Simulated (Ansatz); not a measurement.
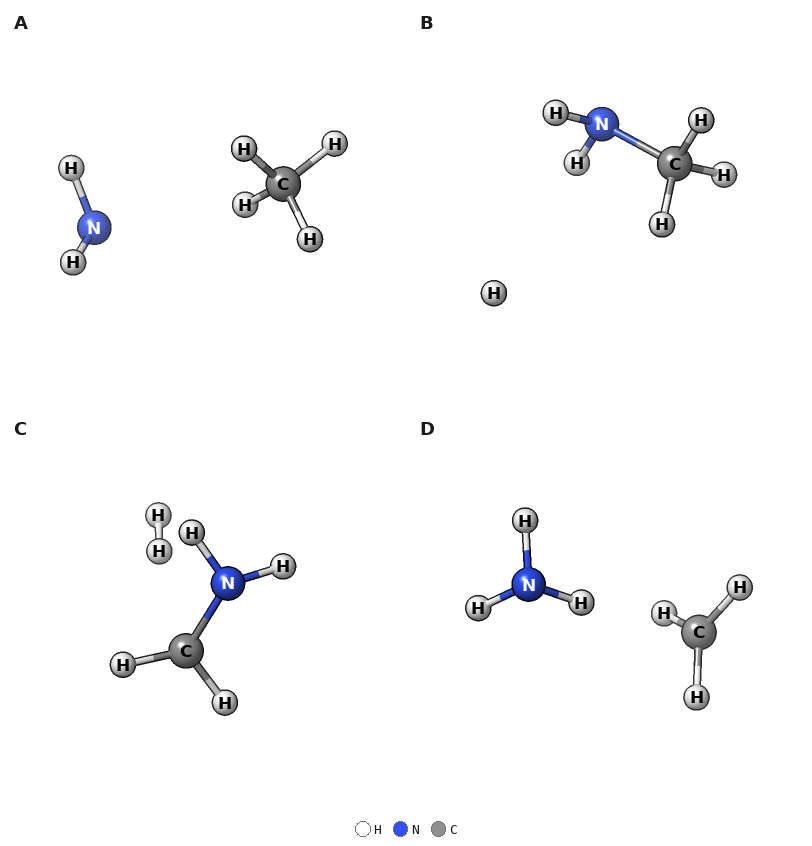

4 stationary structures of one formula. State: neutral, doublet. Geometries: PBE0-D4/def2-TZVP. Electronic energies: CCSD(T)/CBS (MP2 limit from def2-TZVPP and def2-QZVPP plus CCSD(T) − MP2) (Ansatz 0.2.0), without zero-point energy. No frequency run is at hand to confirm each as a minimum. Each is one conformer, not always the lowest.

**Which structure is the most stable?**

D is lowest (a minimum); A lies 14.0 kJ/mol above it (C1, a minimum), C lies 62.1 kJ/mol above it (Cs, a minimum), B lies 102.7 kJ/mol above it (Cs).
